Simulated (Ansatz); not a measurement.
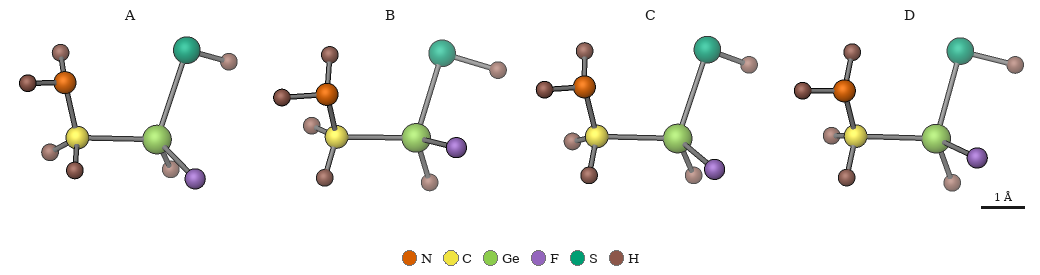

4 geometries from one relaxation of CH₆FGeNS, in shuffled order. A ball-and-stick model, seen at a tilt.

The run prepares an end point of a later path (inversion) calculation, from a guessed geometry.

Computed with RKS PBE/def2-SVP in Ansatz 0.2.0. Set-up: no spin polarisation; force threshold 0.015 eV/Å; at most 40 steps.

Put them in the order of the run, from the start to the converged end.

Answer. B, D, C, A. They are steps 0, 9, 14, 25, at +0.329 eV, +0.033 eV, +0.017 eV relative to the last. The largest moves after the best rigid fit, 0.79 Å, are those of F and S atoms. Largest moves by element: F 0.79 Å, S 0.79 Å, H 0.69 Å, N 0.44 Å, C 0.14 Å, Ge 0.06 Å. Some distances before and after: H–N 1.092 → 1.027 Å, Ge–H 1.505 → 1.556 Å, C–H 1.064 → 1.110 Å, C–Ge 1.933 → 1.978 Å. Among the angles between lasting bonds that change: N–C–H 109.2° → 117.2°, C–N–H 104.4° → 111.4°, F–Ge–H 110.9° → 103.9°. Groups turn about C–Ge by about 50°, Ge–S by about 30°. The energy falls by 0.329 eV in 25 geometry steps. Largest force component: 2 eV/Å at the start, 0.0061 eV/Å at the end.
